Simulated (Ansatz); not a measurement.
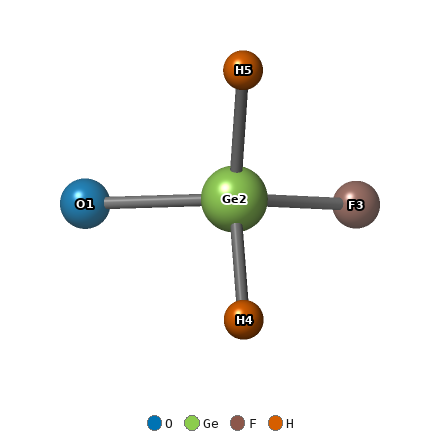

The system is FGeH2O, SMILES [O][GeH2][F], spin multiplicity 2; the picture shows the reference structure. Coordinates scanned: (1) bond length Ge2–F3; (2) angle F3–Ge2–H5. Nothing is relaxed (all other coordinates rigid). The scan uses an 11 × 11 grid. Points are written as (first, second). Energies: eV, counted from the lowest grid point. All numbers below come from UKS PBE0-D4/def2-SVP in Ansatz 0.2.0.

Its coordinates:

```xyz
5

O    -0.5503   -0.0130    1.6196
Ge    0.0853   -0.0553   -0.0420
F    -0.9680    0.8426   -1.0897
H     0.0476   -1.5154   -0.5024
H     1.4354    0.6673   -0.0270
```

Range: bond length Ge2–F3 from 1.493 to 2.430 Å; angle F3–Ge2–H5 from 82.3 to 132.3°.

**What landscape does the calculation give?**

The lowest grid point is at (1.774 Å, 107.3°). It is the only kind of minimum in the scanned range. The highest grid point, (2.430 Å, 132.3°), lies 2.82 eV above the lowest. Round the minimum the two coordinates are nearly uncoupled.

| angle F3–Ge2–H5 ↓, bond length Ge2–F3 → | 1.493 | 1.587 | 1.680 | 1.774 | 1.868 | 1.962 | 2.055 | 2.149 | 2.243 | 2.336 | 2.430 |
| --- | --- | --- | --- | --- | --- | --- | --- | --- | --- | --- | --- |
| 132.3 | 1.94 | 0.94 | 0.53 | 0.46 | 0.62 | 0.90 | 1.26 | 1.65 | 2.05 | 2.44 | 2.82 |
| 127.3 | 1.74 | 0.76 | 0.35 | 0.30 | 0.47 | 0.76 | 1.13 | 1.53 | 1.94 | 2.34 | 2.73 |
| 122.3 | 1.58 | 0.61 | 0.21 | 0.17 | 0.35 | 0.65 | 1.03 | 1.43 | 1.85 | 2.26 | 2.66 |
| 117.3 | 1.47 | 0.50 | 0.11 | 0.08 | 0.26 | 0.57 | 0.95 | 1.36 | 1.79 | 2.20 | 2.60 |
| 112.3 | 1.40 | 0.43 | 0.05 | 0.02 | 0.21 | 0.52 | 0.90 | 1.32 | 1.75 | 2.16 | 2.56 |
| 107.3 | 1.37 | 0.41 | 0.03 | 0.00 | 0.19 | 0.50 | 0.88 | 1.30 | 1.73 | 2.15 | 2.55 |
| 102.3 | 1.40 | 0.44 | 0.05 | 0.02 | 0.20 | 0.52 | 0.90 | 1.31 | 1.74 | 2.15 | 2.56 |
| 97.3 | 1.48 | 0.51 | 0.12 | 0.08 | 0.26 | 0.57 | 0.94 | 1.36 | 1.78 | 2.19 | 2.59 |
| 92.3 | 1.62 | 0.63 | 0.23 | 0.18 | 0.35 | 0.65 | 1.02 | 1.43 | 1.84 | 2.25 | 2.64 |
| 87.3 | 1.81 | 0.81 | 0.39 | 0.33 | 0.49 | 0.77 | 1.13 | 1.53 | 1.93 | 2.33 | 2.72 |
| 82.3 | 2.08 | 1.05 | 0.61 | 0.53 | 0.66 | 0.93 | 1.28 | 1.66 | 2.05 | 2.44 | 2.82 |

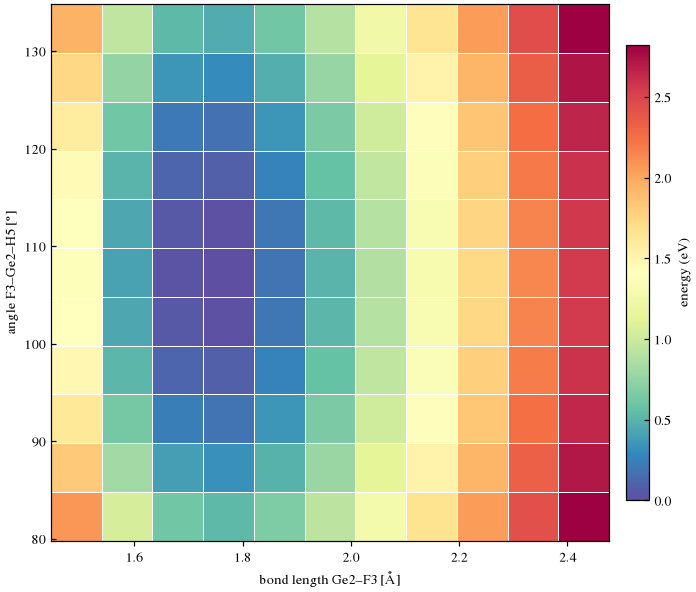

The picture shows one coloured cell a grid point.

Each point was launched as `ansatz run input.yaml --threads 1 --pin off --max-ram 2560MiB --backend cpu --events-out ev --progress --plain --runs-dir out`. The whole map (121 points run) took 18 min on 1 thread of Arm Neoverse V1, with other jobs on the host.
